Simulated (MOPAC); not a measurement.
## Geometry relaxation, with input and output: CAlClFNO (part 2 of 2)

The same run, continued: CAlClFNO; PM6-D3, closed shell, dispersion D3 (MOPAC 23.2.5). The atoms were displaced at random from an optimised geometry.

Geometry of the input (Å):
```
O  -1.7183  -0.2979  2.3402
C  -1.0343  -0.2555  1.4265
N  -0.3245  -0.2024  0.4522
Al 0.6919  0.0294  -0.9235
F  1.3798  -1.2775  -1.6373
Cl 1.0487  1.9155  -1.7297
```

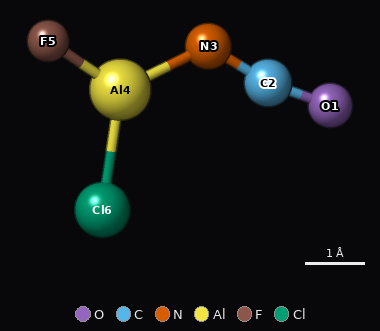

*The geometry at step 27 of the log (ball-and-stick view, seen at a tilt; atoms are numbered from 1 in the order of the input).*

Log, continued:
```
                  EIGENVALUES
 -39.99738 -34.12875 -33.03572 -27.12234 -20.68736 -17.84221 -17.03375 -16.39525
 -16.13475 -15.52511 -15.24219 -14.45236 -12.28463 -12.12067 -11.66365 -11.59200
  -0.29482   0.08920   0.95136   1.60612   1.90004   3.44245   4.08737   5.38464
  84.19622  85.27596  86.06291  86.13771  88.38892  91.18383  92.94968  93.06410
  94.14536  94.79712

              NET ATOMIC CHARGES AND DIPOLE CONTRIBUTIONS

  ATOM NO.   TYPE          CHARGE      No. of ELECS.   s-Pop       p-Pop       d-Pop
    1          O          -0.318704        6.3187     1.84565     4.47306
    2          C           0.581320        3.4187     1.07325     2.34543
    3          N          -0.597323        5.5973     1.68282     3.91451
    4         Al           1.065259        1.9347     0.73077     1.12736     0.07661
    5          F          -0.373846        7.3738     1.96242     5.41142
    6         Cl          -0.356706        7.3567     1.98868     5.36440     0.00363
 DIPOLE           X         Y         Z       TOTAL
 POINT-CHG.     0.063    -0.663     0.008     0.666
 HYBRID        -0.149     0.502     0.129     0.539
 SUM           -0.086    -0.162     0.138     0.229

          ATOMIC ORBITAL ELECTRON POPULATIONS

     Atom    s        px        py        pz      x^2-y^2     xz        z^2       yz        xy
    1  O   1.84565   1.50859   1.53755   1.42692
    2  C   1.07325   0.80390   0.72275   0.81878
    3  N   1.68282   1.36527   1.25211   1.29712
    4 Al   0.73077   0.29002   0.45984   0.37751   0.01275   0.01629   0.01465   0.01856   0.01437
    5  F   1.96242   1.82158   1.81637   1.77348
    6 Cl   1.98868   1.94852   1.47512   1.94076   0.00181   0.00009   0.00057   0.00073   0.00043

           MULLIKEN POPULATION ANALYSIS

        MULLIKEN POPULATIONS AND CHARGES

      NO.  ATOM   POPULATION      CHARGE
        1    O     6.345344     -0.345344
        2    C     3.373120      0.626880
        3    N     5.915356     -0.915356
        4   Al     1.303334      1.696666
        5    F     7.463752     -0.463752
        6   Cl     7.599094     -0.599094

          Chemical-Potential Equalization

          Energy                    =                  NaN   kcal/mol
          Pot(1)                    =                  NaN   eV
          Dipole correction(1)      =                  NaN   au

 *                    *
 * JOB ENDED NORMALLY *
 *                    *

 TOTAL JOB TIME:             0.23 SECONDS

 == MOPAC DONE ==
```

Trajectory as extended XYZ (Å, eV, eV/Å), 16 of the 51 frames kept, from step=0 to step=50:
```
6
Properties=species:S:1:pos:R:3:forces:R:3 step=0 energy=-7.64127
O    -1.7183   -0.2979    2.3402   -2.2788  -0.2588   3.0998
C    -1.0343   -0.2555    1.4265    2.2588   0.4293  -3.0986
N    -0.3245   -0.2024    0.4522   -0.1715  -0.1621   0.2467
Al    0.6919    0.0294   -0.9235    0.6379  -0.2675  -0.8553
F     1.3798   -1.2775   -1.6373   -0.3557   0.8942   0.3576
Cl    1.0487    1.9155   -1.7297   -0.0907  -0.6351   0.2498
6
Properties=species:S:1:pos:R:3:forces:R:3 step=3 energy=-7.69504
O    -1.7265   -0.3016    2.3529   -1.5273  -0.1771   2.0880
C    -1.0378   -0.2424    1.4276    1.5200   0.3233  -2.1135
N    -0.3243   -0.2080    0.4588    0.3831  -0.0343  -0.5112
Al    0.7054    0.0332   -0.9556   -0.6491  -0.1843   0.9218
F     1.3774   -1.2578   -1.6313    0.2081  -0.2235  -0.2447
Cl    1.0461    1.8963   -1.7194    0.0652   0.2960  -0.1403
6
Properties=species:S:1:pos:R:3:forces:R:3 step=7 energy=-7.74808
O    -1.7332   -0.3023    2.3649   -0.1828   0.0329   0.2593
C    -1.0357   -0.2219    1.4206    0.2411   0.0902  -0.3358
N    -0.3254   -0.2258    0.4490   -0.0808  -0.1615   0.1202
Al    0.7035    0.0256   -0.9318   -0.0729   0.1127   0.0001
F     1.3840   -1.2476   -1.6491    0.0939   0.0005  -0.0860
Cl    1.0470    1.8952   -1.7249    0.0015  -0.0747   0.0423
6
Properties=species:S:1:pos:R:3:forces:R:3 step=10 energy=-7.76154
O    -1.7351   -0.2849    2.3668   -0.1066   0.1261   0.1624
C    -1.0363   -0.2028    1.4214   -0.1337   0.0294   0.1575
N    -0.3290   -0.2708    0.4541    0.3218  -0.2071  -0.4212
Al    0.6976    0.0231   -0.9271   -0.1174   0.0314   0.0902
F     1.3967   -1.2295   -1.6660    0.0515   0.0359  -0.0401
Cl    1.0466    1.8895   -1.7216   -0.0157  -0.0158   0.0512
6
Properties=species:S:1:pos:R:3:forces:R:3 step=13 energy=-7.77450
O    -1.7350   -0.2669    2.3692   -0.0218   0.1488   0.0354
C    -1.0383   -0.1959    1.4212    0.2225   0.0013  -0.3173
N    -0.3259   -0.3050    0.4502   -0.1810  -0.2342   0.2560
Al    0.6914    0.0229   -0.9252   -0.0243  -0.0458   0.0123
F     1.4046   -1.2191   -1.6733    0.0246   0.0794  -0.0231
Cl    1.0454    1.8875   -1.7170   -0.0200   0.0504   0.0367
6
Properties=species:S:1:pos:R:3:forces:R:3 step=17 energy=-7.83790
O    -1.7114   -0.1452    2.3469   -0.6117   0.1009   0.8158
C    -1.0309   -0.2008    1.4009    0.6270   0.2325  -0.8351
N    -0.3267   -0.4622    0.4456   -0.0462  -0.3505   0.0173
Al    0.6604    0.0094   -0.9089    0.0792  -0.1536   0.0028
F     1.4385   -1.1641   -1.7037    0.0372   0.0111  -0.0719
Cl    1.0281    1.8789   -1.6792   -0.0855   0.1597   0.0711
6
Properties=species:S:1:pos:R:3:forces:R:3 step=20 energy=-7.88889
O    -1.7012   -0.0705    2.3366    0.3697   0.0974  -0.5197
C    -1.0146   -0.1768    1.3802   -0.1175  -0.0120   0.1578
N    -0.3331   -0.5623    0.4374   -0.1091   0.0559   0.0938
Al    0.6531   -0.0135   -0.9061   -0.0388  -0.0606   0.1746
F     1.4637   -1.1457   -1.7260    0.0515  -0.0078  -0.0968
Cl    1.0036    1.8841   -1.6413   -0.1559  -0.0728   0.1904
6
Properties=species:S:1:pos:R:3:forces:R:3 step=23 energy=-7.95738
O    -1.6439    0.0969    2.2615    0.4414   0.0364  -0.5909
C    -0.9728   -0.1486    1.3184   -0.9576   0.3765   1.2931
N    -0.3486   -0.6863    0.4188    0.5483  -0.2603  -0.7788
Al    0.6527   -0.0856   -0.8894   -0.0719   0.2871   0.0523
F     1.5107   -1.1156   -1.7779    0.1886  -0.2079  -0.2039
Cl    0.9164    1.8740   -1.5197   -0.1489  -0.2318   0.2283
6
Properties=species:S:1:pos:R:3:forces:R:3 step=27 energy=-8.02169
O    -1.5382    0.3410    2.1289   -0.0004   0.0059  -0.0436
C    -0.9311   -0.1153    1.2351   -0.0828   0.0535   0.1634
N    -0.3552   -0.8095    0.3875    0.0781  -0.0189  -0.1143
Al    0.6601   -0.1833   -0.9011   -0.0050   0.0685   0.0212
F     1.5833   -1.1072   -1.8441    0.0327  -0.0494  -0.0586
Cl    0.7658    1.8472   -1.3037   -0.0227  -0.0596   0.0318
6
Properties=species:S:1:pos:R:3:forces:R:3 step=30 energy=-8.02256
O    -1.5352    0.3563    2.1190   -0.0206   0.0039   0.0100
C    -0.9275   -0.1123    1.2330   -0.0157   0.0209   0.0213
N    -0.3540   -0.8115    0.3861    0.0369  -0.0157  -0.0266
Al    0.6641   -0.1899   -0.9025    0.0074   0.0059   0.0048
F     1.5874   -1.1081   -1.8528   -0.0036  -0.0165  -0.0160
Cl    0.7543    1.8428   -1.2875   -0.0044   0.0015   0.0065
6
Properties=species:S:1:pos:R:3:forces:R:3 step=33 energy=-8.02291
O    -1.5462    0.3486    2.1217    0.0036  -0.0087  -0.0157
C    -0.9289   -0.1108    1.2370    0.0098   0.0004  -0.0278
N    -0.3458   -0.8029    0.3903   -0.0010  -0.0010   0.0424
Al    0.6705   -0.1879   -0.9023   -0.0073   0.0081  -0.0050
F     1.5813   -1.1139   -1.8578   -0.0097   0.0020   0.0015
Cl    0.7563    1.8443   -1.2907    0.0046  -0.0008   0.0046
6
Properties=species:S:1:pos:R:3:forces:R:3 step=37 energy=-8.02378
O    -1.5692    0.3534    2.0989    0.0137   0.0056  -0.0524
C    -0.9253   -0.1037    1.2317   -0.0073  -0.0300   0.0571
N    -0.3032   -0.8031    0.4194   -0.0102   0.0119   0.0028
Al    0.6765   -0.1900   -0.9022    0.0201  -0.0409  -0.0029
F     1.5610   -1.1215   -1.8779   -0.0248   0.0317   0.0120
Cl    0.7525    1.8445   -1.2760    0.0085   0.0216  -0.0165
6
Properties=species:S:1:pos:R:3:forces:R:3 step=40 energy=-8.02452
O    -1.5990    0.3565    2.0741   -0.0191   0.0131   0.0168
C    -0.9228   -0.1072    1.2369    0.0632  -0.0532  -0.0629
N    -0.2600   -0.8053    0.4547   -0.0398   0.0378   0.0347
Al    0.6818   -0.1911   -0.8939    0.0066  -0.0013   0.0090
F     1.5347   -1.1168   -1.9018   -0.0090   0.0044   0.0051
Cl    0.7585    1.8433   -1.2744   -0.0019  -0.0007  -0.0028
6
Properties=species:S:1:pos:R:3:forces:R:3 step=43 energy=-8.02459
O    -1.5982    0.3562    2.0748    0.0041  -0.0033  -0.0057
C    -0.9222   -0.1083    1.2370   -0.0036   0.0039   0.0052
N    -0.2623   -0.8054    0.4531    0.0000  -0.0011  -0.0008
Al    0.6825   -0.1904   -0.8928    0.0006   0.0016   0.0009
F     1.5345   -1.1166   -1.9007   -0.0006  -0.0010   0.0003
Cl    0.7587    1.8435   -1.2756   -0.0005  -0.0001   0.0002
6
Properties=species:S:1:pos:R:3:forces:R:3 step=47 energy=-8.02459
O    -1.5976    0.3562    2.0749    0.0011  -0.0007  -0.0009
C    -0.9221   -0.1083    1.2369   -0.0015   0.0012   0.0008
N    -0.2630   -0.8056    0.4525   -0.0002  -0.0008   0.0004
Al    0.6824   -0.1902   -0.8929    0.0017  -0.0001  -0.0007
F     1.5348   -1.1168   -1.9001   -0.0009   0.0006   0.0004
Cl    0.7585    1.8436   -1.2756   -0.0002  -0.0002   0.0000
6
Properties=species:S:1:pos:R:3:forces:R:3 step=50 energy=-8.02459
O    -1.5981    0.3563    2.0743    0.0000   0.0001   0.0001
C    -0.9221   -0.1083    1.2369    0.0001  -0.0001  -0.0001
N    -0.2621   -0.8056    0.4531    0.0000   0.0001  -0.0001
Al    0.6827   -0.1903   -0.8927   -0.0002   0.0000   0.0001
F     1.5342   -1.1169   -1.9006    0.0001  -0.0001   0.0000
Cl    0.7585    1.8436   -1.2754    0.0000   0.0000   0.0000
```

Key numbers:

```json
{"quantity": "outcome", "value": "converged"}
{"quantity": "total energy", "value": "−50.523036 hartree"}
{"quantity": "dispersion energy", "value": "−0.001787 hartree"}
{"quantity": "heat of formation", "value": "−185.05 kcal/mol"}
{"quantity": "basis functions", "value": "34"}
{"quantity": "largest force", "value": "0.000 eV/Å"}
{"quantity": "HOMO", "value": "−11.59 eV"}
{"quantity": "LUMO", "value": "−0.29 eV"}
{"quantity": "dipole moment", "value": "0.23 D"}
{"quantity": "hardware", "value": "1 thread of AMD EPYC (Zen 5), 128 GiB of memory available, shared host"}
{"quantity": "peak memory", "value": "0.087 GiB"}
```

Remarks:

MOPAC's energies along a path are heats of formation.
